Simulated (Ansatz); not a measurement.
Input file:

```
crystal:
  periodic: [false, false, false]
  atoms:
    - { symbol: Si, position_ang: [0.0, 0.0, 0.0] }
    - { symbol: H, position_ang: [0.0, 0.0, 1.81] }
    - { symbol: H, position_ang: [1.3768, 0.0, -0.4862] }
    - { symbol: H, position_ang: [-0.6877, 1.1914, -0.4862] }
    - { symbol: H, position_ang: [-0.6877, -1.1914, -0.4862] }
    - { symbol: "N", position_ang: [-2.0118, 0.0, 0.6685] }
    - { symbol: H, position_ang: [-2.7319, -0.6071, 0.1822] }
    - { symbol: C, position_ang: [-2.4083, 0.842, 1.8064] }
    - { symbol: H, position_ang: [-2.916, 0.2171, 2.5705] }
    - { symbol: H, position_ang: [-1.5064, 1.3108, 2.2524] }
    - { symbol: H, position_ang: [-3.1022, 1.6347, 1.4568] }
    - { symbol: H, position_ang: [-0.9927, 0.0, 1.7642] }
basis:
  gaussian: { orbitals: "6-31G*" }
hamiltonian:
  xc: b3lyp
  dispersion: d4
relax:
  f_tol: 0.15
  max_steps: 25
  restrain:
    - { distance: [0, 5], at: 1.82, k: 30.0 }
    - { distance: [11, 1], at: 0.66, k: 30.0 }
    - { distance: [0, 1], at: 2.66, k: 30.0 }
    - { distance: [11, 5], at: 2.26, k: 30.0 }
output:
  orbitals: {}
```

Launched as:

```sh
ansatz run input.yaml --threads 1 --pin off --max-ram 2048MiB --backend cpu --events-out ev --progress --plain --runs-dir out
```

The fields are those of the run's last geometry, not of the input's.

Not at a stationary point (largest force 1.5 eV/Å).

Method: RKS B3LYP-D4/6-31G* in Ansatz 0.2.0.

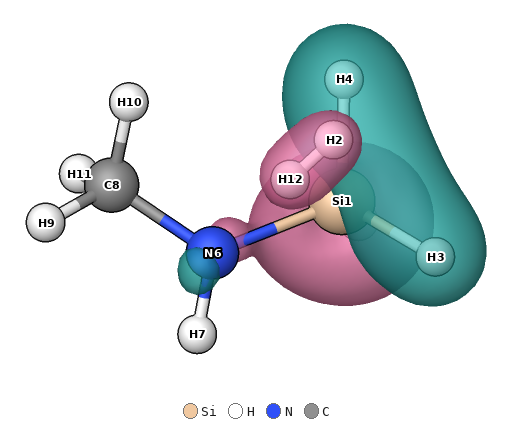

CH7NSi···H2. The HOMO−1 at ±0.15 Å⁻³ᐟ² (teal and pink are the two phases), seen from one side.

Where does this orbital lie, and at what energy?

Its weight (Hirshfeld) is mainly on Si1 (about 40 %), H5 (about 25 %), H4 (about 10 %) and H3 (about 10 %). Its energy is −9.10 eV.
